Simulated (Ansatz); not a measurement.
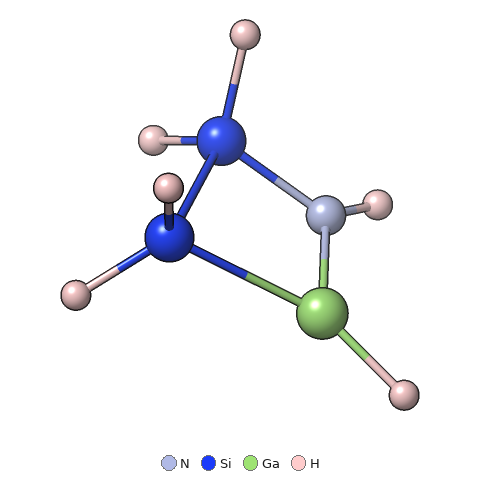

Structure of GaSi₂NH₆, SMILES [NH]1[SiH2][SiH2][GaH]1, singlet.

Kohn-Sham orbital energies near the frontier, LC-wPBE/def2-TZVPP in the Ansatz code, at a PBE0-D4/def2-TZVP geometry (a minimum by its frequencies), isolated molecule; empty levels in grey, levels within 0.03 eV side by side.

### Where do the frontier orbitals lie?

HOMO at −9.40 eV, LUMO at 0.61 eV, 10.01 eV apart.

### How far below the HOMO does the next level lie?

0.82 eV.

### List the levels.

```tsv
orbital	energy (eV)
LUMO+2	2.13
LUMO+1	1.71
LUMO	0.61
HOMO	−9.40
HOMO−1	−10.22
HOMO−2	−10.92
HOMO−3	−11.98
HOMO−4	−12.32
```

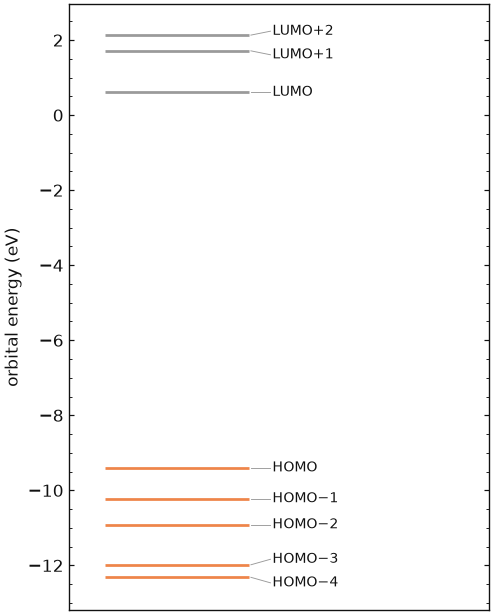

Known limits of this run: no scalar relativity up to krypton; empty levels above zero depend strongly on the basis.
